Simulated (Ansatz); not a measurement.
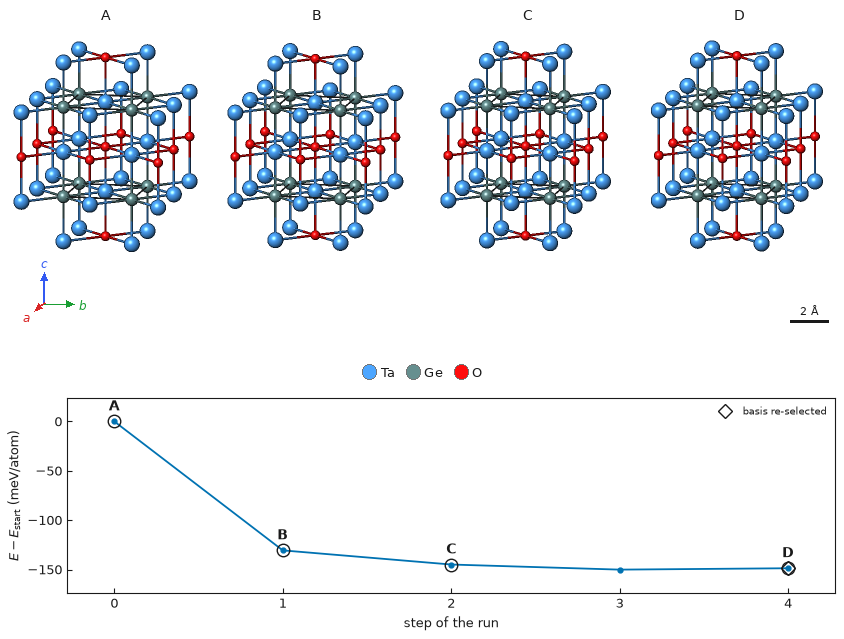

Frames of a relaxation of crystalline Ta2GeO (a generated structure, set up in Cmmm) (coarse preliminary run), marked on the history of the run. A ball-and-stick model of the cell of the calculation, seen slightly off an axis.

Theory: DFT PBE, scalar-relativistic, plane waves, PAW (Ansatz 0.2.0). Set-up: plane-wave cutoff 420 eV; k-point mesh 4 × 4 × 4; occupations gaussian; smearing width 0.1 eV; no spin polarisation; cell and atoms relaxed; force threshold 0.04 eV/Å; at most 70 steps.

What happens along the run?

Answer. The energy falls by 149 meV per atom in 3 accepted moves (4 points after the start). All forces vanish by symmetry, so only the cell relaxes. The pressure goes from −14.39 to 0.11 GPa. At 1 point the geometry stayed and the basis and grid were re-selected for the new cell (energy shift of 1.4 meV per atom at most each time). No atom moves by more than 0.005 Å relative to the cell. The drawn cell changes as follows: a = b 3.768 → 3.519 Å (−6.6 %), c 4.906 → 4.942 Å (+0.7 %), γ 90.6° → 90.0°; the volume changes by −12.2 %. Near-neighbour distances that change, for instance: O–Ta 2.678 → 2.488 Å, Ge–Ta 2.678 → 2.488 Å, Ge–Ta 2.651 → 2.488 Å, O–Ta 2.651 → 2.488 Å. The space group (tolerance 0.01 Å) goes from Cmmm (No. 65) to P4/mmm (No. 123). The run took 9.7 s on 1 thread of Intel(R) Xeon(R) Platinum 8488C (Sapphire Rapids), with other jobs on the host, peak memory 0.46 GiB. From step 0 to 1: volume −10.2 %, energy −131 meV per atom. From step 1 to 2: volume −4.5 %, energy −14.3 meV per atom. From step 2 to 4: volume +2.4 %, energy −3.8 meV per atom.

```csv
step,"E − E(0), meV/atom","pressure, GPa","volume, Å³/atom",note
0,0.00,-14.39,17.416,
1,-130.61,-2.37,15.631,
2,-144.95,4.60,14.934,
3,-150.11,0.28,15.300,
4,-148.72,0.11,15.300,"same geometry, new basis"
```

Limits of the set-up: the k-point mesh is coarse for a cell with partly filled bands.
